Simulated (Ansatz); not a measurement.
Geometry relaxation, with input and output: AlN₂H₅ (part 1 of 2)

- system: AlN₂H₅
- method: RKS B3LYP-D4/def2-SVP (Ansatz 0.2.0)

The input holds or restrains some coordinates. Forces given for the steps count only the free coordinates. It belongs to a series of runs on one base structure; here: pulled along the bonds that form and break, towards end B. Figures and captions count atoms from 1; the log counts them from 0 in places.

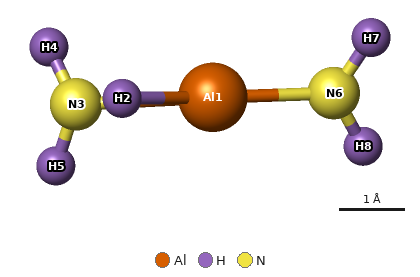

**Figure 1.** The structure as given in the input (ball-and-stick view, seen at a tilt; atoms are numbered from 1 in the order of the input). Sticks mark near contacts. Bond lengths as drawn: Al–H 1.76 Å, Al–N 1.92 to 2.12 Å and H–N 1.06 Å.

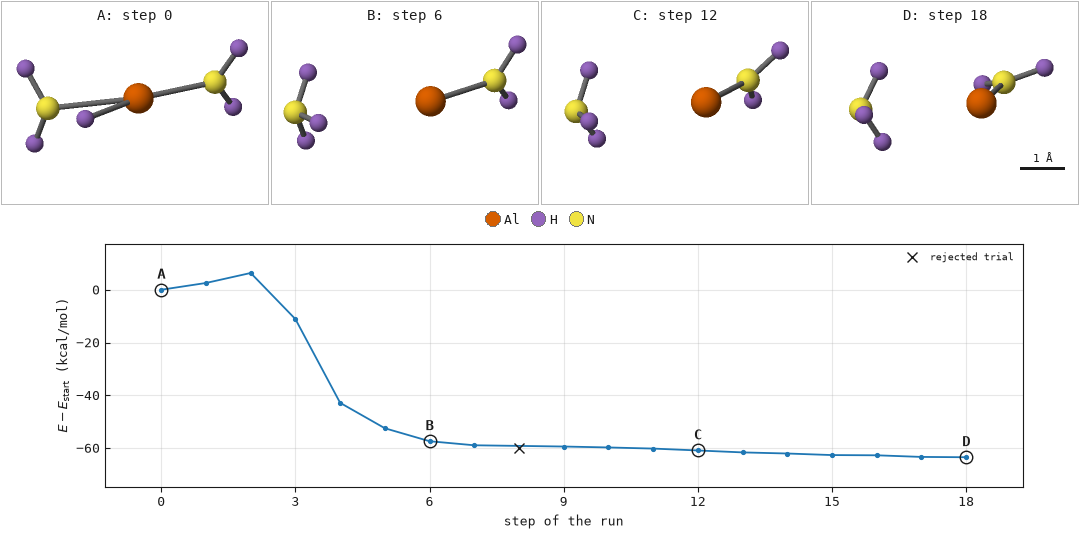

**Figure 2.** Frames of the restrained relaxation (ball-and-stick view, seen at a tilt) above the curves, on which the letters mark them (the first geometry is step 0 here and step 1 in the log).

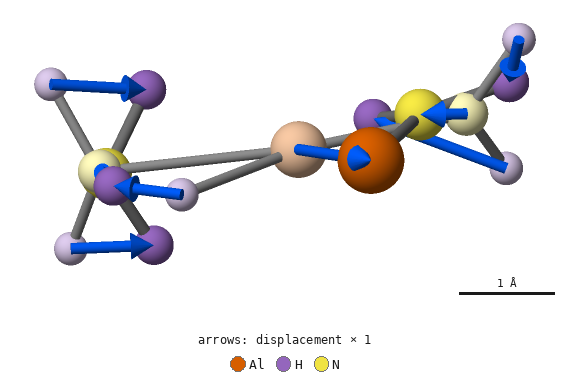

**Figure 3.** Start (faint) and end (solid) with the displacements as blue arrows, at true length (ball-and-stick view, seen at a tilt). The two geometries are laid on each other by the best rigid fit. The largest move after the best rigid fit is that of H8, 1.51 Å. Largest moves by element: H 1.51 Å, Al 1.41 Å, N 0.51 Å. Distances before and after: Al1–H2 1.760 → 2.762 Å, Al1–N3 2.120 → 3.119 Å, H2–N3 1.462 → 1.037 Å, Al1–N6 1.920 → 1.814 Å. New bonds form: H2–N3 (1.46 → 1.04 Å). Bonds break: Al1–H2 (1.76 → 2.76 Å), Al1–N3 (2.12 → 3.12 Å). Among the angles that change: H7–N6–H8 120.0° → 107.8°, H4–N3–H5 120.0° → 109.4°, Al1–N6–H8 120.0° → 130.5°. The energy falls by 63.5 kcal/mol in 18 geometry steps. Largest force component: 1.7 eV/Å at the start, 0.73 eV/Å at the end. The line search rejected the trial step at point 8 (counted from 0) and went back. (Atoms are counted from 1 in the order of the input.)

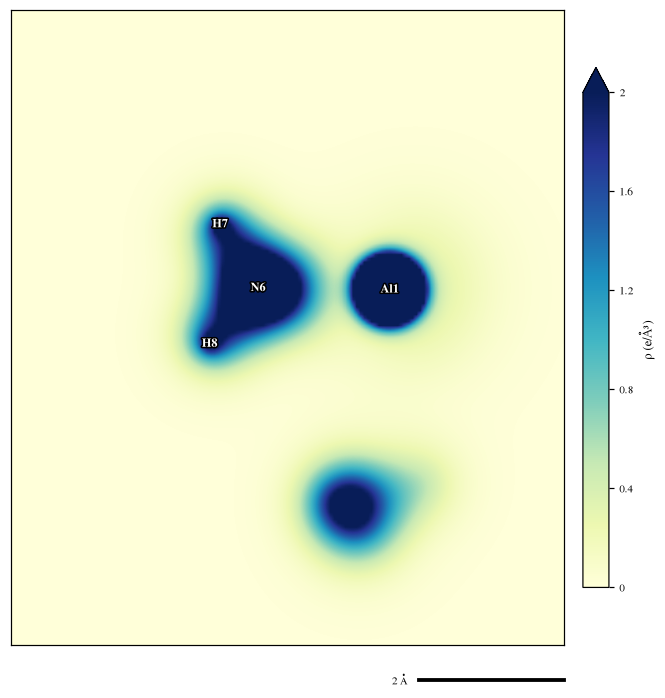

**Figure 4.** Electron density on the plane of atoms H7, N6 and H8. Atoms in the plane: Al, N and H. Al–N (1.81 Å): ρ is about 0.77 e/Å³ halfway. N–H (1.02 Å): ρ is about 2.7 e/Å³ halfway, with its minimum of 2.2 e/Å³ about 0.8 Å from N.

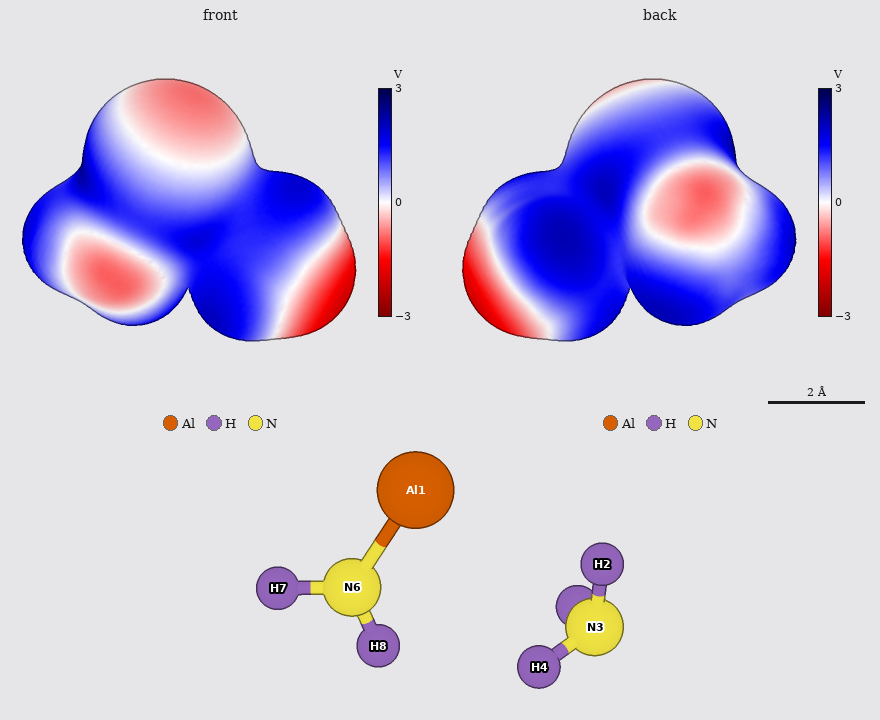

**Figure 5.** The electrostatic potential painted on the density surface at 0.004 e/bohr³, seen at a tilt and from behind; red is negative and blue positive. The bare structure is drawn below in the same view. A positive charge is drawn to the negative regions and a negative charge to the positive ones.

The input that produced these results follows, with the program's output.

### The input
```yaml
crystal:
  periodic: [false, false, false]
  atoms:
    - { symbol: Al, position_ang: [0.0, 0.0, 0.0] }
    - { symbol: H, position_ang: [1.0441, 0.0, 1.4169] }
    - { symbol: "N", position_ang: [2.084, 0.0, 0.3891] }
    - { symbol: H, position_ang: [2.5506, -0.9179, 0.1373] }
    - { symbol: H, position_ang: [2.5353, 0.9179, 0.1109] }
    - { symbol: "N", position_ang: [-1.6627, 0.0, -0.96] }
    - { symbol: H, position_ang: [-2.3316, -0.8164, -0.8614] }
    - { symbol: H, position_ang: [-1.9118, 0.8164, -1.5886] }
basis:
  gaussian: { orbitals: def2-SVP }
hamiltonian:
  xc: b3lyp
  dispersion: d4
relax:
  f_tol: 0.15
  max_steps: 25
  restrain:
    - { distance: [1, 2], at: 1.06, k: 30.0 }
    - { distance: [0, 1], at: 2.76, k: 30.0 }
    - { distance: [0, 2], at: 3.12, k: 30.0 }
output:
  orbitals: {}
```

Run as:
```bash
ansatz run input.yaml --threads 1 --pin off --max-ram 2048MiB --backend cpu --events-out ev --progress --plain --runs-dir out
```

### The program's output
```
The last accepted step is kept in [file] (removed where the run ends without a failure and the disk answers)
Engine: ansatz 0.2.0, aarch64-unknown-linux-gnu
Functional definition: B3LYP
  parameter a0 = 0.2
  parameter ax = 0.72
  parameter ac = 0.81
  exchange = (1 - a0 - ax)*slater_x + ax*b88_x + a0*exact_x
  correlation = (1 - ac)*vwn_rpa_c + ac*lyp_c
763 factors; integrals over basis functions are off by at most 3.4e-4 eV
mean field evaluation 1: about -9638.3913 eV, gradient 8.0e1 eV
mean field evaluation 2: about -9579.6879 eV, gradient 1.5e2 eV
mean field evaluation 4: about -9651.7914 eV, gradient 1.0e1 eV
mean field evaluation 8: about -9652.0536 eV, gradient 1.0e-1 eV
mean field evaluation 16: about -9652.0536 eV, gradient 1.9e-5 eV
mean field -9652.05362755 eV, -354.7064284154 hartree, gradient 1.9e-5 eV, S^2 0.000000; 0 other end points of the search recorded, 0 dependent functions left out
the calculation of the forces begins
reference -9652.05387505 eV, -354.7064375110 hartree; 16, 16 occupied and 55, 55 virtual orbitals, 763 factors
relax step   1: F+E_penalty+E_count = -9652.20757694 eV  Δ(F+E_penalty+E_count) = +0.000e0 eV  max|allowed force component| = 1.664e0 eV/Å  E_restraint = 32.42371372 eV  max|allowed force component, restraints' pulls added| = 4.864e1 eV/Å  Δτ_max = 0.0000 Å  (26 SCF iters, accepted)
  distance H 1 - N 2 = 1.4621 Å
  distance Al 0 - H 1 = 1.7600 Å
  distance Al 0 - N 2 = 2.1200 Å
these checks for a lower state are left out or cut short: starts, cluster_reference, orbital_swaps, neighbouring_geometries, increment
763 factors; integrals over basis functions are off by at most 3.4e-4 eV
mean field -9651.92002549 eV, -354.7015186305 hartree, gradient 4.2e-5 eV, S^2 0.000000; 0 other end points of the search recorded, 0 dependent functions left out
[... from here on the field's lines of each further geometry are left out, up to the last ...]
relax step   2: F+E_penalty+E_count = -9652.09647970 eV  Δ(F+E_penalty+E_count) = +1.111e-1 eV  max|allowed force component| = 2.553e0 eV/Å  E_restraint = 17.83625391 eV  max|allowed force component, restraints' pulls added| = 3.452e1 eV/Å  Δτ_max = 0.1936 Å  (31 SCF iters, accepted)
relax step   3: F+E_penalty+E_count = -9651.93210910 eV  Δ(F+E_penalty+E_count) = +1.644e-1 eV  max|allowed force component| = 6.108e0 eV/Å  E_restraint = 7.03618789 eV  max|allowed force component, restraints' pulls added| = 1.768e1 eV/Å  Δτ_max = 0.1902 Å  (29 SCF iters, accepted)
relax step   4: F+E_penalty+E_count = -9652.69028964 eV  Δ(F+E_penalty+E_count) = -7.582e-1 eV  max|allowed force component| = 7.462e0 eV/Å  E_restraint = 1.40097272 eV  max|allowed force component, restraints' pulls added| = 7.871e0 eV/Å  Δτ_max = 0.1997 Å  (28 SCF iters, accepted)
relax step   5: F+E_penalty+E_count = -9654.06637169 eV  Δ(F+E_penalty+E_count) = -1.376e0 eV  max|allowed force component| = 1.776e0 eV/Å  E_restraint = 0.07534883 eV  max|allowed force component, restraints' pulls added| = 2.915e0 eV/Å  Δτ_max = 0.1949 Å  (28 SCF iters, accepted)
relax step   6: F+E_penalty+E_count = -9654.48439778 eV  Δ(F+E_penalty+E_count) = -4.180e-1 eV  max|allowed force component| = 1.419e0 eV/Å  E_restraint = 0.01857582 eV  max|allowed force component, restraints' pulls added| = 1.419e0 eV/Å  Δτ_max = 0.1946 Å  (28 SCF iters, accepted)
relax step   7: F+E_penalty+E_count = -9654.69765032 eV  Δ(F+E_penalty+E_count) = -2.133e-1 eV  max|allowed force component| = 8.250e-1 eV/Å  E_restraint = 0.02968388 eV  max|allowed force component, restraints' pulls added| = 6.931e-1 eV/Å  Δτ_max = 0.1998 Å  (28 SCF iters, accepted)
relax step   8: F+E_penalty+E_count = -9654.76437835 eV  Δ(F+E_penalty+E_count) = -6.673e-2 eV  max|allowed force component| = 5.742e-1 eV/Å  E_restraint = 0.01417348 eV  max|allowed force component, restraints' pulls added| = 1.814e-1 eV/Å  Δτ_max = 0.1998 Å  (27 SCF iters, accepted)
relax step   9: F+E_penalty+E_count = -9654.80714980 eV  Δ(F+E_penalty+E_count) = -4.277e-2 eV  max|allowed force component| = 5.182e-1 eV/Å  E_restraint = 0.06051756 eV  max|allowed force component, restraints' pulls added| = 1.746e0 eV/Å  Δτ_max = 0.1941 Å  (28 SCF iters, rejected (line search))
relax step  10: F+E_penalty+E_count = -9654.78479998 eV  Δ(F+E_penalty+E_count) = -2.042e-2 eV  max|allowed force component| = 5.512e-1 eV/Å  E_restraint = 0.01422760 eV  max|allowed force component, restraints' pulls added| = 2.059e-1 eV/Å  Δτ_max = 0.0971 Å  (24 SCF iters, accepted)
relax step  11: F+E_penalty+E_count = -9654.80000125 eV  Δ(F+E_penalty+E_count) = -1.520e-2 eV  max|allowed force component| = 6.501e-1 eV/Å  E_restraint = 0.01247810 eV  max|allowed force component, restraints' pulls added| = 3.913e-1 eV/Å  Δτ_max = 0.0975 Å  (24 SCF iters, accepted)
relax step  12: F+E_penalty+E_count = -9654.81870169 eV  Δ(F+E_penalty+E_count) = -1.870e-2 eV  max|allowed force component| = 7.556e-1 eV/Å  E_restraint = 0.01194294 eV  max|allowed force component, restraints' pulls added| = 5.883e-1 eV/Å  Δτ_max = 0.1435 Å  (28 SCF iters, accepted)
relax step  13: F+E_penalty+E_count = -9654.84961528 eV  Δ(F+E_penalty+E_count) = -3.091e-2 eV  max|allowed force component| = 7.074e-1 eV/Å  E_restraint = 0.01017242 eV  max|allowed force component, restraints' pulls added| = 2.833e-1 eV/Å  Δτ_max = 0.1313 Å  (24 SCF iters, accepted)
relax step  14: F+E_penalty+E_count = -9654.88136943 eV  Δ(F+E_penalty+E_count) = -3.175e-2 eV  max|allowed force component| = 6.755e-1 eV/Å  E_restraint = 0.00966381 eV  max|allowed force component, restraints' pulls added| = 1.724e-1 eV/Å  Δτ_max = 0.2000 Å  (27 SCF iters, accepted)
relax step  15: F+E_penalty+E_count = -9654.89955336 eV  Δ(F+E_penalty+E_count) = -1.818e-2 eV  max|allowed force component| = 6.940e-1 eV/Å  E_restraint = 0.00915970 eV  max|allowed force component, restraints' pulls added| = 4.953e-1 eV/Å  Δτ_max = 0.1990 Å  (27 SCF iters, accepted)
relax step  16: F+E_penalty+E_count = -9654.92524999 eV  Δ(F+E_penalty+E_count) = -2.570e-2 eV  max|allowed force component| = 6.612e-1 eV/Å  E_restraint = 0.00870917 eV  max|allowed force component, restraints' pulls added| = 9.032e-2 eV/Å  Δτ_max = 0.1640 Å  (27 SCF iters, accepted)
relax step  17: F+E_penalty+E_count = -9654.92900697 eV  Δ(F+E_penalty+E_count) = -3.757e-3 eV  max|allowed force component| = 7.524e-1 eV/Å  E_restraint = 0.00735847 eV  max|allowed force component, restraints' pulls added| = 7.524e-1 eV/Å  Δτ_max = 0.1950 Å  (27 SCF iters, accepted)
```
